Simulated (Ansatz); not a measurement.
The calculation's input:

```
crystal:
  periodic: [false, false, false]
  atoms:
    - {symbol: N, position_ang: [-1.039600, 0.487249, -0.947175]}
    - {symbol: Sb, position_ang: [-0.244935, 0.458155, 0.923932]}
    - {symbol: N, position_ang: [0.723628, -1.290616, 0.625258]}
    - {symbol: H, position_ang: [-2.040021, 0.339142, -0.954598]}
    - {symbol: H, position_ang: [-0.840961, 1.344319, -1.446043]}
    - {symbol: H, position_ang: [0.985518, 1.562866, 0.418947]}
    - {symbol: H, position_ang: [1.154993, -1.673066, 1.456222]}
    - {symbol: H, position_ang: [1.393578, -1.285250, -0.132344]}
basis:
  gaussian: {orbitals: def2-TZVPP}
hamiltonian: {xc: pbe0, dispersion: d4}
output: {orbitals: {seedname: orbitals}}
```

Command:

```sh
ansatz run in.yaml --threads 2 --pin off --events-out ev --progress --plain --max-ram 4352MiB
```

Geometry: PBE0-D4/def2-TZVP; core potentials replace the inner electrons of Sb.

Theory: RKS PBE0-D4/def2-TZVPP (Ansatz 0.2.0).

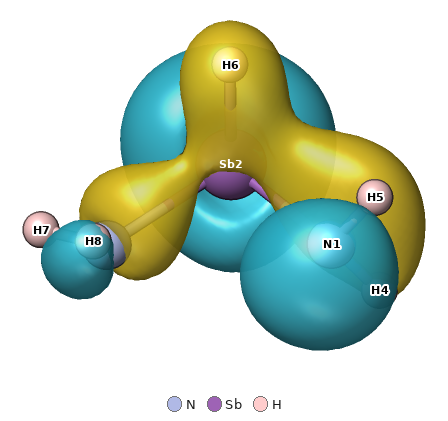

H5N2Sb. The HOMO at ±0.1 Å⁻³ᐟ² (yellow and cyan are the two phases), seen across its widest extent.

**Where does this orbital lie, and at what energy?**

By Hirshfeld shares it lies mainly on Sb2 (about 45 %), N1 (about 35 %) and N3 (about 5 %). Its energy is −6.68 eV.
